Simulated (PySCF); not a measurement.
## Electronic structure of CH3BF2 (SMILES FBCF) in real space

The calculation's input:

```
# FBCF
import pyscf.grad
from pyscf import gto, dft

mol = gto.M(
    atom='''
C    1.311187   0.267938  -0.848089
B   -0.174372   0.516834  -0.401445
F   -0.493705   1.557975   0.348843
F    2.197459   1.230245  -0.371815
H   -1.050834  -0.230430  -0.731461
H    1.643659  -0.726893  -0.507388
H    1.370925   0.237535  -1.948986
''',
    basis='def2-tzvpd',
    verbose=3,
    max_memory=3720,
)

calc0 = dft.RKS(mol, xc='pbe0')
calc0 = calc0.density_fit(auxbasis='def2-universal-jkfit')
calc0.max_cycle = 100
calc0.grids.level = 3
calc0.conv_tol = 1e-09
calc0.kernel()
if not calc0.converged:
    calc0 = calc0.newton().run(calc0.mo_coeff, calc0.mo_occ)

e_final = calc0.e_tot
print('Final energy', e_final)
grad = calc0.Gradients().kernel()
calc0.analyze()
```

Run with:

```sh
OMP_NUM_THREADS=2 python input.py
```

Geometry: B3LYP/6-31G*.

The calculation used Gaussian-basis quantum chemistry of an isolated molecule with PySCF, energy and nuclear gradient, functional PBE0 in PySCF 2.14.0.

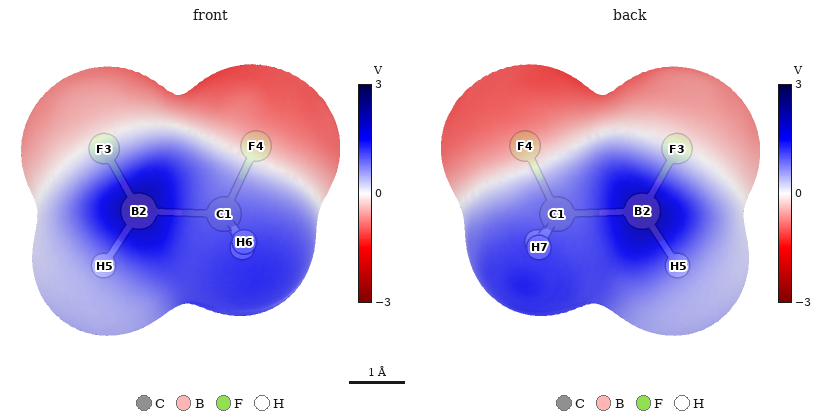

Figure 1. The electrostatic potential painted on the density surface at 0.002 e/bohr³, seen from the front and from behind; the colour scale runs from red (negative) to blue (positive).

Which sites attract a positive test charge, and which a negative one?

Answer. A positive charge is drawn to the negative regions and a negative charge to the positive ones. The most negative region (about −1.1 V) lies over F4, the most positive (about +2.1 V) over B2.

What dipole moment does the calculation give?

Answer. Its dipole moment is 2.31 D.

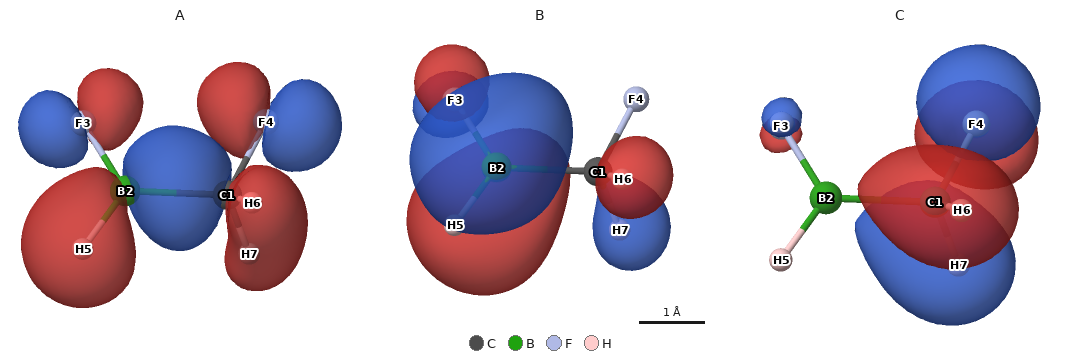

Figure 2. Three frontier orbitals at ±0.1 Å⁻³ᐟ² (blue and red are the two phases), in no order.

Order the three orbitals by energy and name them.

Answer. C is the HOMO−1 (−10.15 eV). By Hirshfeld shares it lies mainly on F4 (about 55 %), C1 (about 20 %), H6 (about 10 %) and H7 (about 10 %). A is the HOMO (−9.03 eV). By Hirshfeld shares it lies mainly on C1 (about 25 %), F4 (about 25 %), B2 (about 20 %), H5 (about 10 %) and F3 (about 10 %). B is the LUMO (−0.96 eV). By Hirshfeld shares it lies mainly on B2 (about 60 %), F3 (about 10 %), C1 (about 10 %) and H5 (about 10 %).

What is the HOMO–LUMO gap?

Answer. 8.07 eV between the orbital energies.

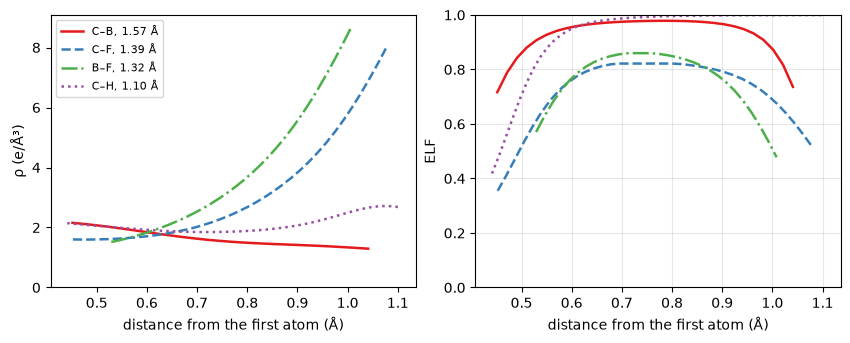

Figure 3. Electron density and ELF along straight lines between neighbouring atoms. The curves leave out the atomic cores.

What can be read from the curves?

Answer. C–B (1.57 Å): ρ is about 1.5 e/Å³ halfway; the ELF peaks at about 1 between the atoms: localised, covalent bonding.
C–F (1.39 Å): ρ at the midpoint is about 2 e/Å³, with its minimum of 1.6 e/Å³ about 0.5 Å from C; the ELF peaks at about 0.80 between the atoms, as expected for a shared but strongly polarised pair.
B–F (1.32 Å): ρ is about 2.2 e/Å³ halfway; the ELF peaks at about 0.85 between the atoms: a shared but strongly polarised pair.
C–H (1.10 Å): the density is about 2 e/Å³ at the midpoint; the ELF climbs to about 1 towards the hydrogen, as it does in any bond to H; an ordinary covalent bond to hydrogen.

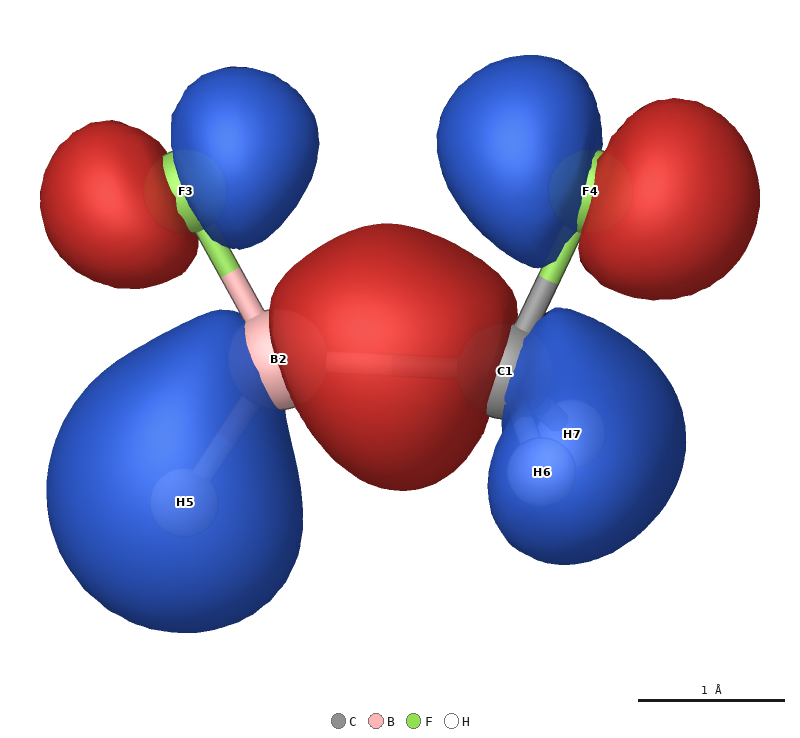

Figure 4. One frontier orbital at ±0.1 Å⁻³ᐟ² (red and blue are the two phases), seen at a tilt.

Which orbital is it: HOMO or LUMO?

Answer. The HOMO, at −9.03 eV. It lies mainly on C1 (about 25 %), F4 (about 25 %), B2 (about 20 %), H5 (about 10 %) and F3 (about 10 %).
